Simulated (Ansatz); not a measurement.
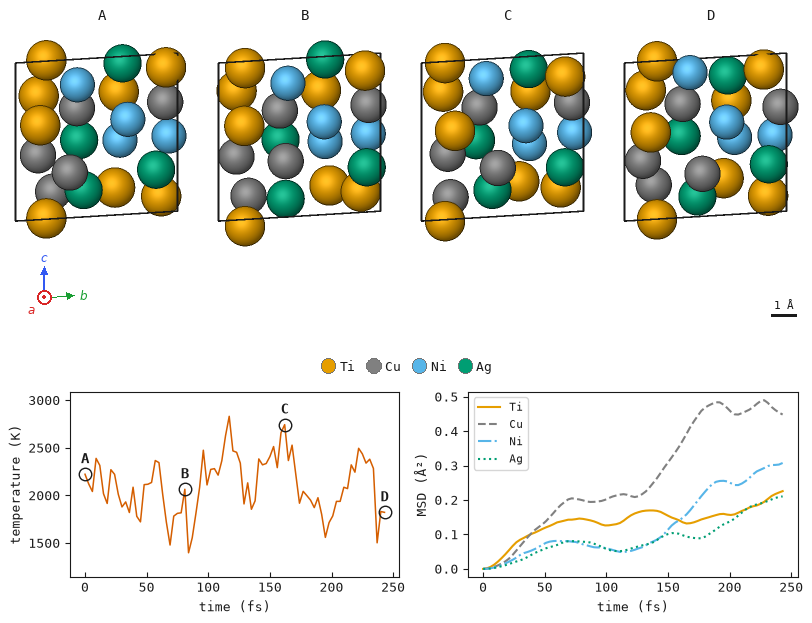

First-principles dynamics of an amorphous cell of composition Ti7Cu5Ni4Ag4 (20 atoms in the cell), 243 fs long. Frames (A at 0 fs, B at 81 fs, C at 162 fs, D at 243 fs) and the history of the run. The picture is a spheres-only view of the simulation cell, seen along the a axis.

Theory: DFT PBE, scalar-relativistic, plane waves, PAW (Ansatz). Settings: plane-wave cutoff 420 eV; k-point mesh 1 × 1 × 1; Fermi-Dirac smearing 0.202 eV; volume 0.96 times that of the relaxed crystal; set temperature 2340 K; time step 3 fs.

### Describe the run.

In the second half of the run the atoms are, in the root-mean-square, this far from where they began (common drift taken out): Cu 0.63 Å, Ni 0.45 Å, Ti 0.41 Å, Ag 0.36 Å. Against the typical shortest distance between atoms in the first frame, about 2.4 Å these are large excursions, but over 243 fs one can't yet tell strong vibration from the start of diffusion. The mean temperature in the second half is 2140 K (standard deviation 295 K). The potential energy in the second half lies on average less than 0.05 meV per atom above the first frame. The mean pressure there is 11.5 GPa.

Limits of the set-up: the k-point mesh is coarse for a cell with partly filled bands; the periodic images lie only 6.5 Å apart, so the values are limited by the cell's size.
